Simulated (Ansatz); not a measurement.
```yaml
atoms:
  - { symbol: Si, position_ang: [-0.6246, 0.8649, -0.6803] }
  - { symbol: B, position_ang: [0.5247, -0.2673, 0.5181] }
  - { symbol: S, position_ang: [0.3645, -2.0204, 0.4295] }
  - { symbol: H, position_ang: [-1.5258, 0.0585, -1.5485] }
  - { symbol: H, position_ang: [0.2390, 1.7086, -1.5541] }
  - { symbol: H, position_ang: [-1.4621, 1.7804, 0.1452] }
  - { symbol: H, position_ang: [1.3060, 0.2129, 1.2812] }
  - { symbol: H, position_ang: [1.2706, -2.3948, 1.3531] }
```

Geometry: PBE0-D4/def2-TZVP.

Theory: Ansatz 0.2.0, RKS PBE0-D4/def2-TZVPP.

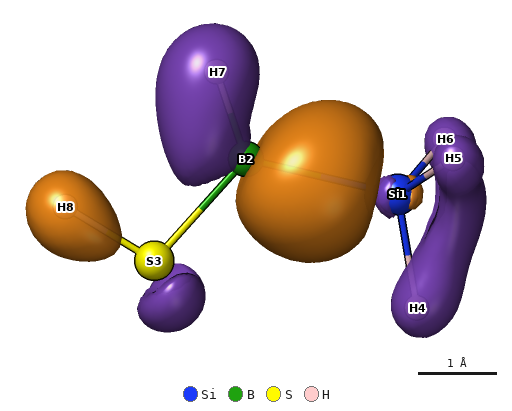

BH5SSi (SMILES [SiH3]BS). The HOMO at ±0.15 Å⁻³ᐟ² (orange and purple are the two phases), seen across its widest extent.

Describe this orbital and give its energy.

Answer. By Hirshfeld shares it lies mainly on Si1 (about 30 %), B2 (about 30 %), S3 (about 10 %) and H7 (about 10 %). Its energy is −8.38 eV.
